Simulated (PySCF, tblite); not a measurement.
# vinyldifluoroborane (C₂H₃BF₂): dynamics, then NMR shifts on frames

Aim: move vinyldifluoroborane (C₂H₃BF₂) (`C=CB(F)F`) away from its starting geometry and see how NMR shifts follow the geometry.

Programs: tblite 0.8.0 and PySCF 2.14.0, with density-fitted response routines of our own. Each step states its level of theory. These are calculated values for one molecule in the gas phase, unless marked as measured. Atoms are numbered from 0 throughout.

## 1. The starting structure

8 atoms, charge 0, multiplicity 1; geometry from: GFN2-xTB.

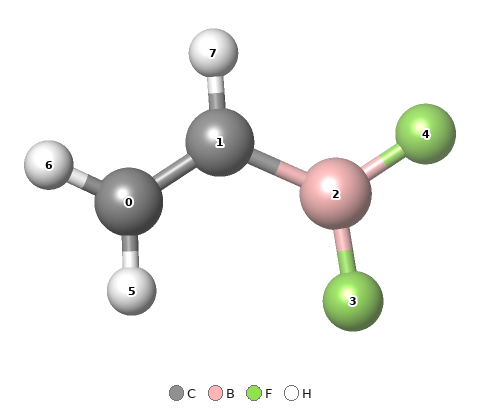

As it starts; carbon grey, boron pink, fluorine green, hydrogen white, atoms numbered.

## 2. Dynamics with GFN2-xTB

The job: settings as JSON, then the geometry in Å.

```
{"job": {"kind": "md", "xc": "GFN2-xTB", "basis": "xTB", "temperature": 200, "steps": 2000, "every": 50, "frames": 5}, "charge": 0, "multiplicity": 1}
C      1.261818    -0.155794    -0.184305
C      0.151591     0.077713     0.512917
B     -1.262382     0.105547    -0.122536
F     -1.478569    -0.100767    -1.408460
F     -2.358779     0.336916     0.574613
H      1.224055    -0.340130    -1.245709
H      2.238793    -0.172014     0.271456
H      0.232529     0.257940     1.577459
```

With the program's defaults for keys left out, this is: GFN2-xTB Langevin dynamics, gas phase.

On the command line:

```console
> OMP_NUM_THREADS=1 python probes_run.py task.json out
```

One launch serves the whole session: the jobs run in the order shown.

What it wrote:

```text
t/fs     T/K      E/eV
    0.0   156.0   -450.79233
   25.0    81.0   -450.72367
   50.0   126.6   -450.70768
   75.0   167.4   -450.67512
  100.0   209.9   -450.73494
  125.0   107.5   -450.62179
  150.0   222.0   -450.66435
  175.0   118.9   -450.60958
  200.0   183.3   -450.64090
  225.0   222.1   -450.63229
  250.0   254.5   -450.66797
  275.0   210.1   -450.63332
  300.0   185.0   -450.66446
  325.0   191.8   -450.61795
  350.0   235.7   -450.62197
  375.0   311.3   -450.63952
  400.0   244.1   -450.56726
  425.0   244.5   -450.71404
  450.0    89.6   -450.56248
  475.0   209.3   -450.63986
  500.0   158.9   -450.67822
  525.0   186.5   -450.61698
  550.0   236.8   -450.61143
  575.0   178.7   -450.54981
  600.0   316.2   -450.53270
  625.0   250.4   -450.53317
  650.0   317.8   -450.60884
  675.0   285.3   -450.49566
  700.0   305.3   -450.51831
  725.0   221.2   -450.62557
  750.0   241.6   -450.61080
  775.0   266.5   -450.62965
  800.0   225.9   -450.63132
  825.0   164.5   -450.61403
  850.0   164.3   -450.71969
  875.0   135.8   -450.71379
  900.0   174.2   -450.67253
  925.0   134.0   -450.63575
  950.0   139.9   -450.64454
  975.0   165.4   -450.69454
 1000.0   132.7   -450.63695
```

Run time: 3 s. Hardware: 1 thread of AMD EPYC 9R45, shared host; peak memory 0.18 GiB.

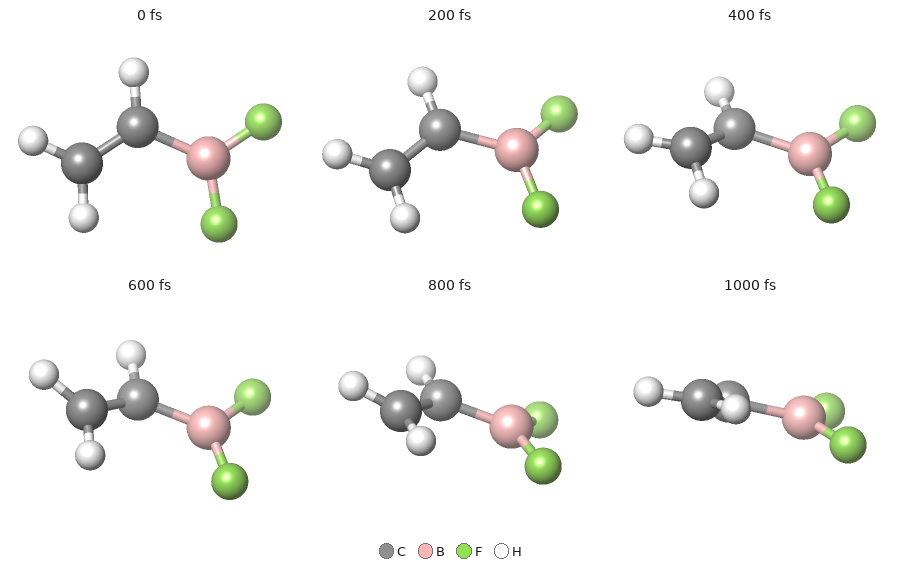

Frames of the run.

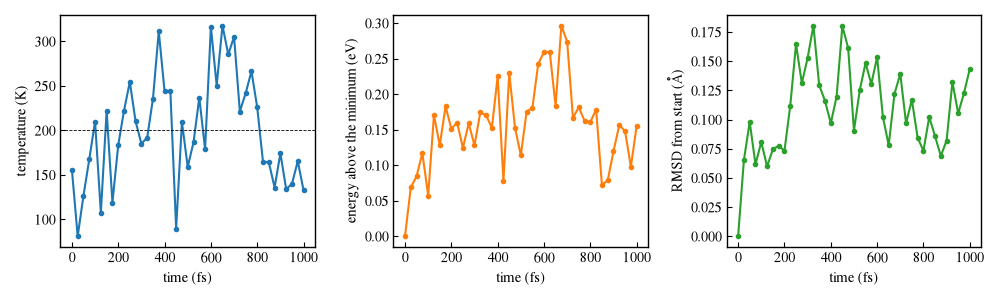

Temperature, potential energy and distance from the start.

Positions (Å) and forces (eV/Å) at 1000 fs:

```xyz
8

C     0.494    0.518   -0.058   -0.753    1.060   -0.567
C    -0.318   -0.521    0.093   -0.779   -0.047   -0.694
B    -1.858   -0.596   -0.215    0.511    0.517   -0.262
F    -2.507    0.315   -0.923    0.044    0.039    0.141
F    -2.595   -1.633    0.098   -0.122   -0.273    0.157
H     0.059    1.498   -0.416    0.824   -1.086    0.742
H     1.553    0.410    0.124   -0.093    0.326   -0.150
H     0.110   -1.484    0.243    0.369   -0.536    0.632
```

## 3. Shielding tensors: 250 fs, PBE0/pcSseg-1

The job: settings as JSON, then the geometry in Å.

```
{"job": {"kind": "nmr", "xc": "PBE0", "basis": "pcSseg-1", "pop": false}, "charge": 0, "multiplicity": 1}
C      1.052400    -0.041900    -0.473400
C      0.104100    -0.302600     0.391300
B     -1.396000    -0.177100     0.011500
F     -1.737300     0.404600    -1.143200
F     -2.386100    -0.638900     0.717200
H      0.881800     0.037700    -1.525600
H      2.082500    -0.118700    -0.156200
H      0.366000    -0.382900     1.414000
```

Level: GIAO PBE0/pcSseg-1 NMR shielding, non-relativistic, gas phase.

What it wrote:

```text
coarse grid: 7296 points
cycle   1  E = -302.2038338047  dE =  5.614e-01  |g| = 6.233e-01  |ddm| = 2.434e+00
cycle   2  E = -302.1663642042  dE =  3.747e-02  |g| = 8.349e-01  |ddm| = 7.153e-01
cycle   3  E = -302.2690676661  dE = -1.027e-01  |g| = 5.631e-02  |ddm| = 3.984e-01
cycle   4  E = -302.2696991196  dE = -6.315e-04  |g| = 2.121e-02  |ddm| = 5.130e-02
cycle   5  E = -302.2697892916  dE = -9.017e-05  |g| = 7.136e-03  |ddm| = 1.619e-02
cycle   6  E = -302.2698010576  dE = -1.177e-05  |g| = 1.609e-03  |ddm| = 5.798e-03
cycle   7  E = -302.2698017382  dE = -6.806e-07  |g| = 2.049e-04  |ddm| = 1.385e-03
final grid: 72952 points
cycle   8  E = -302.3072398641  dE = -4.684e-05  |g| = 5.345e-03  |ddm| = 1.734e-02
cycle   9  E = -302.3072395727  dE =  2.913e-07  |g| = 5.397e-03  |ddm| = 7.164e-03
cycle  10  E = -302.3072465390  dE = -6.966e-06  |g| = 5.867e-04  |ddm| = 3.755e-03
cycle  11  E = -302.3072466057  dE = -6.677e-08  |g| = 3.019e-04  |ddm| = 6.358e-04
cycle  12  E = -302.3072466279  dE = -2.217e-08  |g| = 3.517e-05  |ddm| = 2.119e-04
cycle  13  E = -302.3072466282  dE = -2.723e-10  |g| = 7.897e-06  |ddm| = 3.529e-05
converged SCF energy = -302.3072466282

GIAO shielding tensors (ppm)
atom      isotropic    diamagn.    paramagn.     s11        s22        s33       span
  0 C       34.125     255.193    -221.068   -101.542     32.383    171.535    273.077
  1 C       56.636     259.463    -202.827    -59.583     51.241    178.250    237.834
  2 B       77.130     193.610    -116.480     63.662     82.049     85.680     22.019
  3 F      257.536     470.247    -212.711     85.812    309.684    377.113    291.301
  4 F      254.421     466.524    -212.104     94.776    291.932    376.555    281.779
  5 H       24.957      31.374      -6.418     20.866     25.100     28.905      8.039
  6 H       25.067      30.050      -4.983     21.671     24.813     28.717      7.046
  7 H       25.979      32.500      -6.521     23.785     25.488     28.663      4.879
```

Wall time 2.6 s (1 thread of AMD EPYC 9R45, shared host); peak memory 0.45 GiB.

Shifts follow as δ = σ(reference) − σ, with reference shieldings (ppm) from runs at the same level and on the same kind of geometry: 1H TMS 31.72, 13C TMS 186.9, 19F CFCl3 170.9, 11B BF3·OEt2 100.1. The references are single molecules in the gas phase, so shifts against H2O, NH3, PH3, H3PO4 or CFCl3 are not on the usual liquid scales and can be off by tens of ppm. Each atom is listed at this fixed geometry, with no averaging over motion; a spectrum would average atoms that exchange fast.

```csv
atoms,environment,σ (ppm),δ (ppm)
C0,terminal =CH2 carbon,34.1,152.8
C1,alkene CH,56.6,130.3
H5,hydrogen on a terminal =CH2 carbon,24.96,6.76
H6,hydrogen on a terminal =CH2 carbon,25.07,6.65
H7,hydrogen on an alkene CH,25.98,5.74
B2,"boron bonded to C, 2 F",77.1,22.9
F4,fluorine bonded to B,254.4,-83.5
F3,fluorine bonded to B,257.5,-86.6
```

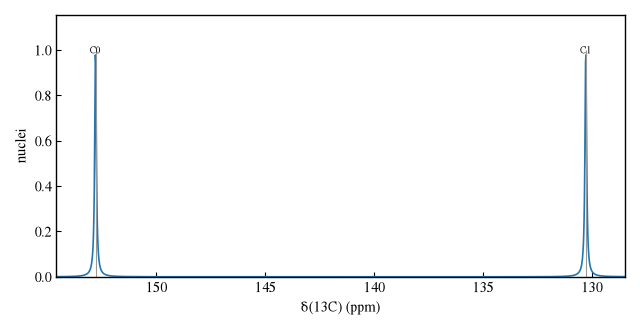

13C lines at the computed shifts, without couplings. Lines are broadened to a width of 0.09 ppm (Lorentzian).

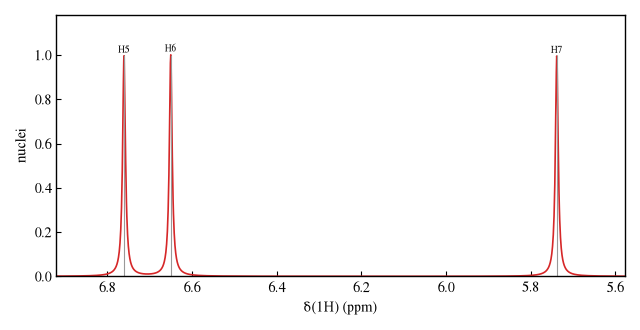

1H lines at the computed shifts, without couplings. Lines are broadened to a width of 0.01 ppm (Lorentzian).

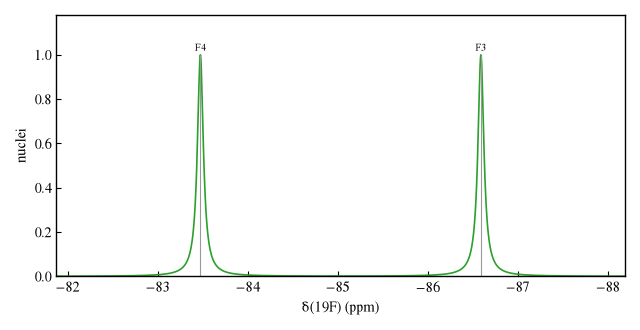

19F lines at the computed shifts, without couplings. Lines are broadened to a width of 0.08 ppm (Lorentzian).

## 4. NMR shieldings: 425 fs, PBE0/pcSseg-1

The job: settings as JSON, then the geometry in Å.

```
{"job": {"kind": "nmr", "xc": "PBE0", "basis": "pcSseg-1", "pop": false}, "charge": 0, "multiplicity": 1}
C      0.994700     0.011200    -0.403000
C     -0.035800    -0.581100     0.188800
B     -1.437100    -0.379600    -0.410500
F     -1.613200     0.240000    -1.531700
F     -2.560400    -0.618600     0.251600
H      0.880100     0.553100    -1.346100
H      2.012400    -0.061800    -0.041800
H      0.158900    -1.174900     1.085300
```

Level: GIAO PBE0/pcSseg-1 NMR shielding, non-relativistic, gas phase.

What it wrote:

```text
coarse grid: 7296 points
cycle   1  E = -302.2093068530  dE =  5.420e-01  |g| = 6.147e-01  |ddm| = 2.414e+00
cycle   2  E = -302.1737807209  dE =  3.553e-02  |g| = 8.212e-01  |ddm| = 7.080e-01
cycle   3  E = -302.2719008583  dE = -9.812e-02  |g| = 5.170e-02  |ddm| = 3.937e-01
cycle   4  E = -302.2724361490  dE = -5.353e-04  |g| = 2.022e-02  |ddm| = 4.802e-02
cycle   5  E = -302.2725238883  dE = -8.774e-05  |g| = 4.969e-03  |ddm| = 1.458e-02
cycle   6  E = -302.2725282708  dE = -4.382e-06  |g| = 1.723e-03  |ddm| = 3.863e-03
final grid: 72952 points
cycle   7  E = -302.3102005254  dE = -4.792e-05  |g| = 5.177e-03  |ddm| = 1.642e-02
cycle   8  E = -302.3101981521  dE =  2.373e-06  |g| = 5.940e-03  |ddm| = 7.686e-03
cycle   9  E = -302.3102063778  dE = -8.226e-06  |g| = 1.127e-03  |ddm| = 4.556e-03
cycle  10  E = -302.3102066895  dE = -3.117e-07  |g| = 2.239e-04  |ddm| = 8.601e-04
cycle  11  E = -302.3102067015  dE = -1.199e-08  |g| = 5.044e-05  |ddm| = 1.846e-04
cycle  12  E = -302.3102067020  dE = -4.671e-10  |g| = 1.928e-05  |ddm| = 4.133e-05
converged SCF energy = -302.3102067020

GIAO shielding tensors (ppm)
atom      isotropic    diamagn.    paramagn.     s11        s22        s33       span
  0 C       28.956     256.070    -227.114   -107.158     26.505    167.521    274.679
  1 C       54.729     258.162    -203.434    -63.520     51.067    176.639    240.159
  2 B       77.776     193.684    -115.907     66.218     82.314     84.797     18.579
  3 F      265.630     469.031    -203.400    104.081    302.113    390.697    286.617
  4 F      254.805     467.275    -212.469     96.760    297.770    369.886    273.126
  5 H       24.496      30.889      -6.393     20.680     24.163     28.644      7.964
  6 H       24.839      30.257      -5.417     21.620     24.880     28.018      6.398
  7 H       25.256      31.015      -5.759     23.487     24.544     27.738      4.251
```

Wall time 2.5 s (1 thread of AMD EPYC 9R45, shared host); peak memory 0.45 GiB.

This run: δ C0 158.0, C1 132.2, B2 22.3, F4 -83.9, H5 7.22, H6 6.88 ppm.

## 5. NMR shieldings: 625 fs, PBE0/pcSseg-1

The job: settings as JSON, then the geometry in Å.

```
{"job": {"kind": "nmr", "xc": "PBE0", "basis": "pcSseg-1", "pop": false}, "charge": 0, "multiplicity": 1}
C      0.977300     0.028200    -0.436100
C     -0.156100    -0.492600    -0.005900
B     -1.498800    -0.441000    -0.739800
F     -1.784800     0.243900    -1.830100
F     -2.548400    -0.924700    -0.120400
H      0.827800     0.685400    -1.331700
H      1.883400     0.117000     0.120800
H     -0.045200    -1.199500     0.801500
```

Level: GIAO PBE0/pcSseg-1 NMR shielding, non-relativistic, gas phase.

What it wrote:

```text
coarse grid: 7296 points
cycle   1  E = -302.1988420124  dE =  5.548e-01  |g| = 6.198e-01  |ddm| = 2.421e+00
cycle   2  E = -302.1615396531  dE =  3.730e-02  |g| = 8.311e-01  |ddm| = 7.257e-01
cycle   3  E = -302.2630983101  dE = -1.016e-01  |g| = 5.263e-02  |ddm| = 4.054e-01
cycle   4  E = -302.2636660268  dE = -5.677e-04  |g| = 1.922e-02  |ddm| = 4.992e-02
cycle   5  E = -302.2637515545  dE = -8.553e-05  |g| = 2.674e-03  |ddm| = 1.456e-02
cycle   6  E = -302.2637524114  dE = -8.568e-07  |g| = 1.636e-03  |ddm| = 2.520e-03
final grid: 72952 points
cycle   7  E = -302.3014772911  dE = -4.393e-05  |g| = 5.364e-03  |ddm| = 1.585e-02
cycle   8  E = -302.3014747273  dE =  2.564e-06  |g| = 6.266e-03  |ddm| = 8.067e-03
cycle   9  E = -302.3014836429  dE = -8.916e-06  |g| = 1.096e-03  |ddm| = 4.645e-03
cycle  10  E = -302.3014839248  dE = -2.818e-07  |g| = 2.119e-04  |ddm| = 8.287e-04
cycle  11  E = -302.3014839354  dE = -1.060e-08  |g| = 7.629e-05  |ddm| = 1.981e-04
cycle  12  E = -302.3014839364  dE = -9.913e-10  |g| = 2.349e-05  |ddm| = 5.371e-05
converged SCF energy = -302.3014839364

GIAO shielding tensors (ppm)
atom      isotropic    diamagn.    paramagn.     s11        s22        s33       span
  0 C       28.251     257.002    -228.751   -112.815     29.493    168.075    280.890
  1 C       52.436     257.625    -205.189    -67.486     49.155    175.640    243.126
  2 B       77.200     193.916    -116.715     65.458     81.878     84.265     18.806
  3 F      270.393     468.382    -197.989    103.943    312.481    394.754    290.811
  4 F      240.822     467.390    -226.569     80.183    281.564    360.717    280.534
  5 H       24.375      30.225      -5.849     20.551     23.261     29.314      8.762
  6 H       24.573      30.836      -6.263     20.787     25.514     27.418      6.631
  7 H       25.661      31.969      -6.308     23.466     24.619     28.896      5.430
```

It took 2.4 s on 1 thread of AMD EPYC 9R45, shared host; peak memory 0.46 GiB.

In short: δ C0 158.7, C1 134.5, B2 22.9, F4 -69.9, H5 7.34, H6 7.14 ppm.

## 6. Shielding tensors: 800 fs, PBE0/pcSseg-1

The job: settings as JSON, then the geometry in Å.

```
{"job": {"kind": "nmr", "xc": "PBE0", "basis": "pcSseg-1", "pop": false}, "charge": 0, "multiplicity": 1}
C      0.988300     0.241000    -0.149100
C     -0.042600    -0.571500     0.211800
B     -1.448000    -0.504200    -0.328100
F     -1.837200     0.386100    -1.280300
F     -2.284400    -1.488400    -0.015900
H      0.795300     0.988300    -0.885700
H      1.925800     0.184400     0.361100
H      0.143700    -1.338800     0.947600
```

Method: GIAO PBE0/pcSseg-1 NMR shielding, non-relativistic, gas phase.

What it wrote:

```text
coarse grid: 7296 points
cycle   1  E = -302.2059301463  dE =  4.640e-01  |g| = 6.172e-01  |ddm| = 2.405e+00
cycle   2  E = -302.1622212874  dE =  4.371e-02  |g| = 8.552e-01  |ddm| = 7.303e-01
cycle   3  E = -302.2698097949  dE = -1.076e-01  |g| = 5.506e-02  |ddm| = 4.151e-01
cycle   4  E = -302.2704454419  dE = -6.356e-04  |g| = 1.914e-02  |ddm| = 5.015e-02
cycle   5  E = -302.2705324696  dE = -8.703e-05  |g| = 1.862e-03  |ddm| = 1.451e-02
cycle   6  E = -302.2705330126  dE = -5.430e-07  |g| = 9.620e-04  |ddm| = 1.867e-03
final grid: 72952 points
cycle   7  E = -302.3071080262  dE = -3.719e-05  |g| = 5.137e-03  |ddm| = 1.427e-02
cycle   8  E = -302.3071080668  dE = -4.059e-08  |g| = 5.154e-03  |ddm| = 6.755e-03
cycle   9  E = -302.3071139694  dE = -5.903e-06  |g| = 4.865e-04  |ddm| = 3.415e-03
cycle  10  E = -302.3071140026  dE = -3.313e-08  |g| = 2.643e-04  |ddm| = 4.432e-04
cycle  11  E = -302.3071140187  dE = -1.608e-08  |g| = 6.581e-05  |ddm| = 2.181e-04
cycle  12  E = -302.3071140197  dE = -1.005e-09  |g| = 2.286e-05  |ddm| = 5.884e-05
cycle  13  E = -302.3071140198  dE = -9.237e-11  |g| = 3.594e-06  |ddm| = 1.412e-05
converged SCF energy = -302.3071140198

GIAO shielding tensors (ppm)
atom      isotropic    diamagn.    paramagn.     s11        s22        s33       span
  0 C       22.543     255.679    -233.136   -127.812     23.057    172.385    300.197
  1 C       46.483     258.647    -212.164    -77.787     42.106    175.130    252.917
  2 B       75.181     194.323    -119.142     62.482     79.509     83.552     21.070
  3 F      266.756     470.145    -203.390     94.275    320.030    385.962    291.687
  4 F      244.918     467.457    -222.539     88.961    288.277    357.516    268.556
  5 H       24.401      31.721      -7.320     18.955     24.842     29.405     10.449
  6 H       24.407      30.426      -6.019     19.629     25.114     28.480      8.851
  7 H       25.329      31.877      -6.547     22.387     24.767     28.834      6.446
```

Run time: 2.5 s. Hardware: 1 thread of AMD EPYC 9R45, shared host; peak memory 0.46 GiB.

Key values: δ C0 164.4, C1 140.4, B2 24.9, F4 -74.0, H5 7.32, H6 7.31 ppm.

## 7. NMR shieldings: 1000 fs, PBE0/pcSseg-1

The job: settings as JSON, then the geometry in Å.

```
{"job": {"kind": "nmr", "xc": "PBE0", "basis": "pcSseg-1", "pop": false}, "charge": 0, "multiplicity": 1}
C      0.494100     0.518400    -0.058000
C     -0.317800    -0.520600     0.092800
B     -1.858200    -0.596300    -0.215400
F     -2.507500     0.315000    -0.922800
F     -2.594500    -1.632600     0.097900
H      0.058500     1.497500    -0.416300
H      1.552800     0.410100     0.123800
H      0.109900    -1.484000     0.243300
```

Level: GIAO PBE0/pcSseg-1 NMR shielding, non-relativistic, gas phase.

What it wrote:

```text
coarse grid: 7296 points
cycle   1  E = -302.2033933953  dE =  4.919e-01  |g| = 6.210e-01  |ddm| = 2.422e+00
cycle   2  E = -302.1641721483  dE =  3.922e-02  |g| = 8.400e-01  |ddm| = 7.111e-01
cycle   3  E = -302.2678902161  dE = -1.037e-01  |g| = 5.068e-02  |ddm| = 3.979e-01
cycle   4  E = -302.2684035947  dE = -5.134e-04  |g| = 2.065e-02  |ddm| = 4.898e-02
cycle   5  E = -302.2684961670  dE = -9.257e-05  |g| = 5.599e-03  |ddm| = 1.548e-02
cycle   6  E = -302.2685029476  dE = -6.781e-06  |g| = 1.887e-03  |ddm| = 4.861e-03
final grid: 72952 points
cycle   7  E = -302.3062342690  dE = -4.551e-05  |g| = 5.459e-03  |ddm| = 1.588e-02
cycle   8  E = -302.3062296209  dE =  4.648e-06  |g| = 6.863e-03  |ddm| = 8.563e-03
cycle   9  E = -302.3062409094  dE = -1.129e-05  |g| = 1.271e-03  |ddm| = 5.262e-03
cycle  10  E = -302.3062413092  dE = -3.997e-07  |g| = 2.137e-04  |ddm| = 9.431e-04
cycle  11  E = -302.3062413196  dE = -1.046e-08  |g| = 5.278e-05  |ddm| = 1.798e-04
cycle  12  E = -302.3062413201  dE = -5.028e-10  |g| = 1.926e-05  |ddm| = 4.217e-05
converged SCF energy = -302.3062413201

GIAO shielding tensors (ppm)
atom      isotropic    diamagn.    paramagn.     s11        s22        s33       span
  0 C       31.698     255.596    -223.898   -105.827     35.557    165.365    271.192
  1 C       53.204     258.993    -205.788    -61.631     46.269    174.975    236.606
  2 B       77.606     192.889    -115.283     65.843     81.713     85.263     19.419
  3 F      257.535     468.851    -211.316     87.309    303.358    381.938    294.628
  4 F      249.041     466.229    -217.188     89.206    291.957    365.960    276.754
  5 H       24.059      29.448      -5.389     20.541     23.517     28.120      7.579
  6 H       24.608      30.520      -5.912     20.935     24.687     28.203      7.268
  7 H       25.897      32.616      -6.718     23.635     25.170     28.887      5.252
```

Wall time 2.4 s (1 thread of AMD EPYC 9R45, shared host); peak memory 0.46 GiB.

Key values: δ C0 155.2, C1 133.7, B2 22.5, F4 -78.1, H5 7.66, H6 7.11 ppm.

## 8. Run by run: NMR shifts

Shifts (ppm) of some atoms, chosen among heavy atoms and hydrogens apart, with basis size and wall time:

```csv
frame,C0,C1,H5,H7,B2,F4,F3,functions,time
250 fs,152.8,130.3,6.76,5.74,22.9,-83.5,-86.6,100,2.6 s
425 fs,158.0,132.2,7.22,6.46,22.3,-83.9,-94.7,100,2.5 s
625 fs,158.7,134.5,7.34,6.06,22.9,-69.9,-99.4,100,2.4 s
800 fs,164.4,140.4,7.32,6.39,24.9,-74.0,-95.8,100,2.5 s
1000 fs,155.2,133.7,7.66,5.82,22.5,-78.1,-86.6,100,2.4 s
```

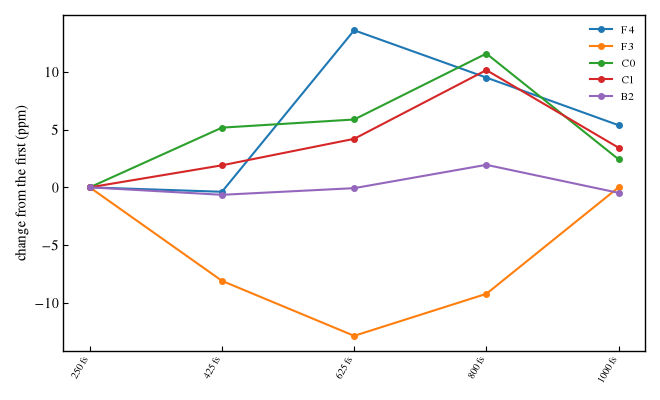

How five of the tabulated atoms move from run to run.

## 9. Results

| quantity | value |
| --- | --- |
| thermostat | 200 K |
| mean temperature, second half | 210 K |
| mean potential energy above the minimum | 0.17 eV |
| 13C shifts against TMS (PBE0/pcSseg-1, 250 fs) | 152.8, 130.3 ppm |
| 1H shifts against TMS (PBE0/pcSseg-1, 250 fs) | 6.76, 6.65, 5.74 ppm |
| 11B shifts against BF3·OEt2 (PBE0/pcSseg-1, 250 fs) | 22.9 ppm |
| 19F shifts against CFCl3 (PBE0/pcSseg-1, 250 fs) | -83.5, -86.6 ppm |
| range of the shift of F4 | -83.9 to -69.9 ppm |

In words: In the second half the potential energy averages 0.17 eV above the minimum; equipartition over 18 harmonic modes at 200 K would give 0.16 eV. With 8 atoms the temperature swings widely (81 to 318 K). Shifts at one fixed geometry are not the observed spectrum, which averages over the motion. Across the 5 runs the shift of F4 moves most, between -83.9 (425 fs) and -69.9 ppm (625 fs).
